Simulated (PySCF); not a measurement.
**C10H8O2: NMR shifts at several levels of theory**

How much do the NMR shifts of C10H8O2 (`Oc1cc2ccccc2cc1O`) depend on the level of theory, and what does each level cost?

The runs use PySCF 2.14.0, with density-fitted response routines of our own; the level of theory stands in each step. All values are computed, except where a source is named. Atoms count from 0, in the outputs and in this text.

**1. The molecule as given**

20 atoms, charge 0, multiplicity 1; geometry from: GFN2-xTB.

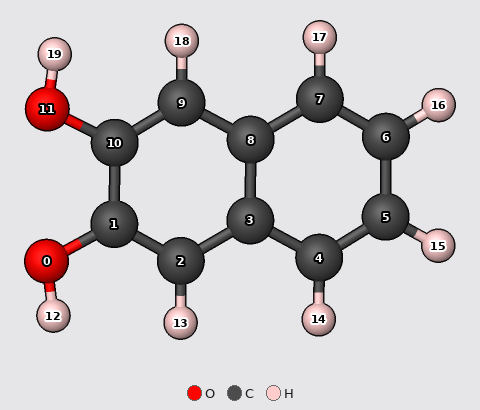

As it starts; oxygen red, carbon dark grey, hydrogen pink, atoms numbered.

**2. Optimising the geometry at PBE0-D3(BJ)/def2-SVP**

What the job is given:

```
{"job": {"xc": "PBE0", "basis": "def2-SVP", "d3": "d3bj", "grid": 1, "kind": "geom"}, "charge": 0, "multiplicity": 1}
O      2.973930    -1.150910    -0.182380
C      1.733670    -0.604980    -0.103060
C      0.587350    -1.351670    -0.103730
C     -0.686190    -0.751110    -0.019230
C     -1.874250    -1.506590    -0.021570
C     -3.093820    -0.892140     0.064070
C     -3.176950     0.504040     0.157240
C     -2.039350     1.264380     0.159690
C     -0.770410     0.660960     0.070640
C      0.422230     1.414150     0.068100
C      1.648890     0.814330    -0.016320
O      2.814960     1.509190    -0.021920
H      2.902490    -2.111470    -0.236900
H      0.651250    -2.430230    -0.170510
H     -1.805830    -2.582970    -0.091790
H     -4.000630    -1.479260     0.060520
H     -4.146650     0.975010     0.227010
H     -2.099260     2.341280     0.229610
H      0.357350     2.492660     0.134910
H      2.629760     2.453870     0.041650
```

Standard output:

```text
step   0  E = -535.35870189  max force = 0.014614
step   1  E = -535.36015422  max force = 0.006392
step   2  E = -535.36007798  max force = 0.008180
step   3  E = -535.36056060  max force = 0.001325
step   4  E = -535.36053665  max force = 0.001981
step   5  E = -535.36057415  max force = 0.000454
step   6  E = -535.36057534  max force = 0.000241
optimisation converged
```

It took 89 s on 8 threads of Arm Neoverse V2, shared host.

Along the way: (the energy doesn't fall at every step)

```csv
step,energy from step 0 (eV),largest force component (eV/Å)
0,0.0000,0.7515
1,-0.0395,0.3287
2,-0.0374,0.4206
3,-0.0506,0.0681
4,-0.0499,0.1019
5,-0.0509,0.0233
6,-0.0510,0.0124
```

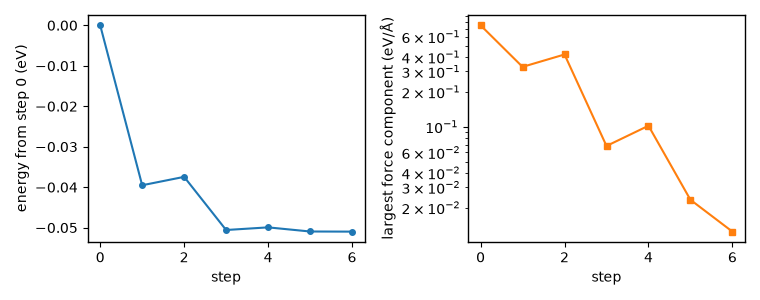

Energy and largest force along the relaxation.

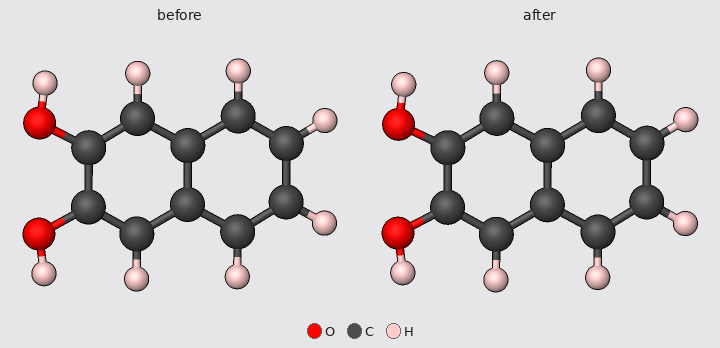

The geometry before (left) and after (right).

Distances of close pairs at the start and the end, largest changes first:

```
   bond  before (Å)  after (Å)  change (Å)
 C7–H17       1.081      1.093      +0.013
 C4–H14       1.081      1.093      +0.013
 C6–H16       1.080      1.093      +0.012
 C5–H15       1.080      1.092      +0.012
 C2–H13       1.083      1.095      +0.012
 C9–H18       1.083      1.095      +0.012
  O0–C1       1.357      1.346      -0.012
C10–O11       1.357      1.346      -0.011
```

The end geometry stands in the next job.

```
                         at the end point                value
  point group (found at 0.08 Å tolerance)                  C2v
rotational constants (GHz, main isotopes)  2.263, 0.671, 0.518
                        dipole moment (D)                 0.08
```

**3. Shielding tensors: PBE0/pcSseg-1**

What the job is given:

```
{"job": {"kind": "nmr", "xc": "PBE0", "basis": "pcSseg-1", "pop": false}, "charge": 0, "multiplicity": 1}
O      2.986517    -1.128757    -0.167364
C      1.746093    -0.611322    -0.096812
C      0.592950    -1.359693    -0.100837
C     -0.689507    -0.756240    -0.020035
C     -1.886819    -1.513038    -0.021540
C     -3.114211    -0.893447     0.061100
C     -3.196346     0.513219     0.148827
C     -2.048687     1.274975     0.151238
C     -0.772538     0.666207     0.067204
C      0.430877     1.419392     0.066879
C      1.663143     0.815462    -0.012828
O      2.834711     1.478184    -0.018278
H      2.921126    -2.088072    -0.222788
H      0.662871    -2.450155    -0.167037
H     -1.821595    -2.602324    -0.089374
H     -4.028815    -1.490959     0.059133
H     -4.173692     0.996936     0.214925
H     -2.109172     2.364541     0.219082
H      0.373761     2.510629     0.132262
H      2.657874     2.423003     0.042272
```

With the program's defaults for keys left out, this is: GIAO PBE0/pcSseg-1 NMR shielding, non-relativistic, gas phase.

Standard output:

```text
coarse grid: 17992 points
cycle   1  E = -535.4406093778  dE =  2.455e+00  |g| = 7.999e-01  |ddm| = 4.838e+00
cycle   2  E = -535.3549247302  dE =  8.568e-02  |g| = 1.078e+00  |ddm| = 2.223e+00
cycle   3  E = -535.5632887280  dE = -2.084e-01  |g| = 1.418e-01  |ddm| = 1.313e+00
cycle   4  E = -535.5674710329  dE = -4.182e-03  |g| = 4.378e-02  |ddm| = 1.794e-01
cycle   5  E = -535.5678598184  dE = -3.888e-04  |g| = 2.199e-02  |ddm| = 7.227e-02
cycle   6  E = -535.5679861588  dE = -1.263e-04  |g| = 4.618e-03  |ddm| = 2.519e-02
cycle   7  E = -535.5679909067  dE = -4.748e-06  |g| = 1.493e-03  |ddm| = 5.580e-03
final grid: 177472 points
cycle   8  E = -535.6585021597  dE = -4.905e-05  |g| = 1.078e-02  |ddm| = 7.418e-02
cycle   9  E = -535.6584758286  dE =  2.633e-05  |g| = 1.596e-02  |ddm| = 2.705e-02
cycle  10  E = -535.6585265270  dE = -5.070e-05  |g| = 1.973e-03  |ddm| = 1.726e-02
cycle  11  E = -535.6585273516  dE = -8.246e-07  |g| = 4.450e-04  |ddm| = 2.316e-03
cycle  12  E = -535.6585273892  dE = -3.755e-08  |g| = 2.095e-04  |ddm| = 5.719e-04
cycle  13  E = -535.6585274010  dE = -1.183e-08  |g| = 2.909e-05  |ddm| = 2.658e-04
cycle  14  E = -535.6585274011  dE = -1.437e-10  |g| = 1.540e-05  |ddm| = 4.937e-05
converged SCF energy = -535.6585274011

GIAO shielding tensors (ppm)
atom      isotropic    diamagn.    paramagn.     s11        s22        s33       span
  0 O      221.087     382.036    -160.949    174.332    240.558    248.372     74.040
  1 C       33.526     255.574    -222.048    -43.540     24.321    119.798    163.338
  2 C       71.665     256.546    -184.880     -2.089     77.130    139.954    142.043
  3 C       51.875     254.285    -202.410    -21.706     -8.497    185.827    207.533
  4 C       53.865     248.275    -194.410    -47.848     48.287    161.156    209.004
  5 C       55.172     253.880    -198.708    -52.968     44.148    174.337    227.305
  6 C       55.172     253.914    -198.742    -53.022     44.209    174.330    227.352
  7 C       53.816     248.279    -194.463    -47.936     48.262    161.122    209.058
  8 C       51.900     254.305    -202.405    -21.658     -8.439    185.797    207.455
  9 C       71.596     256.560    -184.964     -2.184     77.044    139.928    142.112
 10 C       33.544     255.600    -222.056    -43.552     24.392    119.792    163.344
 11 O      221.196     382.045    -160.849    174.461    240.692    248.434     73.973
 12 H       27.298      30.478      -3.181     18.748     26.224     36.921     18.173
 13 H       24.424      33.769      -9.345     19.322     25.001     28.950      9.628
 14 H       23.673      31.349      -7.677     18.829     23.995     28.194      9.365
 15 H       23.861      28.481      -4.620     19.774     24.995     26.815      7.041
 16 H       23.858      28.495      -4.637     19.779     24.984     26.810      7.031
 17 H       23.672      31.355      -7.684     18.829     23.991     28.195      9.367
 18 H       24.427      33.776      -9.349     19.324     25.000     28.956      9.633
 19 H       27.300      30.483      -3.183     18.748     26.224     36.928     18.180
```

Run time: 38 s. Hardware: 8 threads of Arm Neoverse V2, shared host.

Shifts follow as δ = σ(reference) − σ, with reference shieldings (ppm) from runs at the same level and on the same kind of geometry: 1H TMS 31.27, 13C TMS 184.4, 17O H2O 334.6. The references are single molecules in the gas phase, so shifts against H2O, NH3, PH3, H3PO4 or CFCl3 are not on the usual liquid scales and can be off by tens of ppm. Atoms listed in one row are averaged.

| atoms | environment | σ (ppm) | δ (ppm) | δ scaled to CDCl3 |
| --- | --- | --- | --- | --- |
| C1, C10 | aromatic carbon bearing oxygen | 33.5 | 150.9 | 146.0 |
| C3, C8 | ring-fusion aromatic carbon | 51.9 | 132.5 | 128.2 |
| C4, C7 | aromatic CH | 53.8 | 130.6 | 126.3 |
| C5, C6 | aromatic CH | 55.2 | 129.2 | 125.0 |
| C2, C9 | aromatic CH | 71.6 | 112.8 | 109.0 |
| H14, H17 | hydrogen on an aromatic CH | 23.67 | 7.59 | 7.41 |
| H15, H16 | hydrogen on an aromatic CH | 23.86 | 7.41 | 7.24 |
| H13, H18 | hydrogen on an aromatic CH | 24.43 | 6.84 | 6.70 |
| H12, H19 | hydrogen on a phenol-type oxygen | 27.30 | 3.97 | – |
| O0, O11 | phenol-type oxygen | 221.1 | 113.4 | – |

The scaled column applies a straight-line fit of computed shieldings to shifts measured in CDCl3 (root-mean-square error 0.21 ppm for H, 2.0 ppm for C).

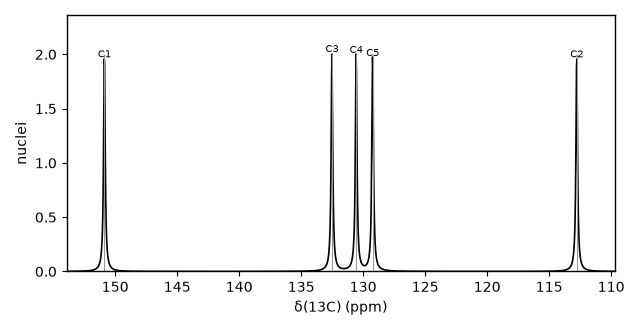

13C lines at the computed shifts, without couplings. Lines are broadened to a width of 0.15 ppm (Lorentzian).

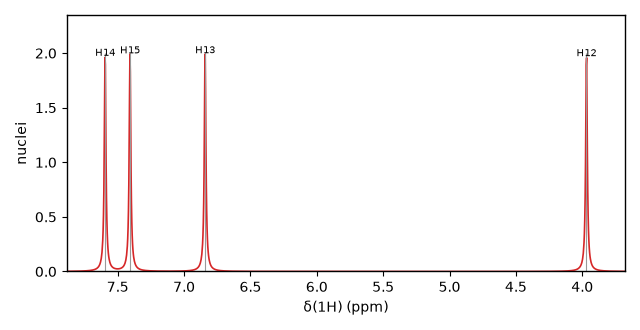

1H lines at the computed shifts, without couplings. Lines are broadened to a width of 0.01 ppm (Lorentzian).

Ring of atoms C1, C2, C3, C8, C9, C10: NICS(0) -10.5, NICS(1) -11.1, NICS(1)zz -25.1 ppm (means of both faces).

Ring of atoms C3, C4, C5, C6, C7, C8: NICS(0) -8.9, NICS(1) -11.4, NICS(1)zz -28.1 ppm (means of both faces).

**4. Nuclear shieldings: PBE/pcSseg-1**

The job, as its differences from that of step 3:

```diff
@@ -1,2 +1,2 @@
-{"job": {"kind": "nmr", "xc": "PBE0", "basis": "pcSseg-1", "pop": false}, "charge": 0, "multiplicity": 1}
+{"job": {"kind": "nmr", "xc": "PBE", "basis": "pcSseg-1", "pop": false}, "charge": 0, "multiplicity": 1}
 O      2.986517    -1.128757    -0.167364
```

With the program's defaults for keys left out, this is: GIAO PBE/pcSseg-1 NMR shielding, non-relativistic, gas phase.

Standard output:

```text
coarse grid: 17992 points
cycle   1  E = -535.3142225615  dE =  2.015e+00  |g| = 9.842e-01  |ddm| = 4.938e+00
cycle   2  E = -534.9469197316  dE =  3.673e-01  |g| = 1.703e+00  |ddm| = 3.371e+00
cycle   3  E = -535.4943444690  dE = -5.474e-01  |g| = 2.986e-01  |ddm| = 2.421e+00
cycle   4  E = -535.5135681558  dE = -1.922e-02  |g| = 8.258e-02  |ddm| = 3.770e-01
cycle   5  E = -535.5145252392  dE = -9.571e-04  |g| = 5.744e-02  |ddm| = 1.505e-01
cycle   6  E = -535.5154029828  dE = -8.777e-04  |g| = 9.733e-03  |ddm| = 6.472e-02
cycle   7  E = -535.5154160092  dE = -1.303e-05  |g| = 6.851e-03  |ddm| = 1.881e-02
cycle   8  E = -535.5154303220  dE = -1.431e-05  |g| = 1.485e-03  |ddm| = 9.051e-03
cycle   9  E = -535.5154308154  dE = -4.934e-07  |g| = 5.323e-04  |ddm| = 1.873e-03
final grid: 177472 points
cycle  10  E = -535.6387185498  dE = -4.006e-05  |g| = 1.981e-02  |ddm| = 1.048e-01
cycle  11  E = -535.6384158017  dE =  3.027e-04  |g| = 4.221e-02  |ddm| = 6.657e-02
cycle  12  E = -535.6387905005  dE = -3.747e-04  |g| = 7.937e-03  |ddm| = 5.179e-02
cycle  13  E = -535.6388063350  dE = -1.583e-05  |g| = 1.649e-03  |ddm| = 9.496e-03
cycle  14  E = -535.6388068665  dE = -5.315e-07  |g| = 5.760e-04  |ddm| = 1.968e-03
cycle  15  E = -535.6388069628  dE = -9.626e-08  |g| = 1.586e-04  |ddm| = 8.728e-04
cycle  16  E = -535.6388069698  dE = -6.976e-09  |g| = 4.892e-05  |ddm| = 2.272e-04
cycle  17  E = -535.6388069703  dE = -5.748e-10  |g| = 2.105e-05  |ddm| = 6.723e-05
converged SCF energy = -535.6388069703

GIAO shielding tensors (ppm)
atom      isotropic    diamagn.    paramagn.     s11        s22        s33       span
  0 O      206.789     380.820    -174.031    159.740    224.116    236.510     76.769
  1 C       31.228     256.420    -225.192    -38.469     20.083    112.068    150.536
  2 C       69.240     256.627    -187.388      0.340     75.759    131.621    131.282
  3 C       49.773     253.509    -203.737    -20.207     -9.110    178.635    198.841
  4 C       52.192     247.705    -195.512    -44.567     46.950    154.194    198.760
  5 C       53.475     252.751    -199.276    -50.542     43.093    167.875    218.417
  6 C       53.475     252.783    -199.308    -50.591     43.151    167.865    218.456
  7 C       52.148     247.708    -195.561    -44.644     46.927    154.159    198.803
  8 C       49.793     253.530    -203.737    -20.157     -9.071    178.606    198.763
  9 C       69.176     256.640    -187.464      0.254     75.680    131.593    131.339
 10 C       31.242     256.449    -225.207    -38.479     20.143    112.062    150.540
 11 O      206.902     380.831    -173.929    159.876    224.252    236.577     76.701
 12 H       27.298      30.580      -3.283     19.553     26.337     36.003     16.449
 13 H       24.573      34.049      -9.475     19.942     24.866     28.912      8.970
 14 H       23.810      31.656      -7.846     19.312     23.895     28.222      8.910
 15 H       23.957      28.453      -4.497     20.148     24.889     26.832      6.684
 16 H       23.954      28.468      -4.514     20.154     24.879     26.828      6.674
 17 H       23.809      31.663      -7.854     19.311     23.892     28.223      8.912
 18 H       24.576      34.056      -9.480     19.943     24.866     28.918      8.975
 19 H       27.300      30.585      -3.285     19.553     26.338     36.010     16.457
```

It took 27 s on 8 threads of Arm Neoverse V2, shared host.

In short: δ C1 148.8, C3 130.2, C4 127.9, C5 126.6, H14 7.39, H15 7.24 ppm (means over like atoms).

(Part 1 of 2 ends here.)
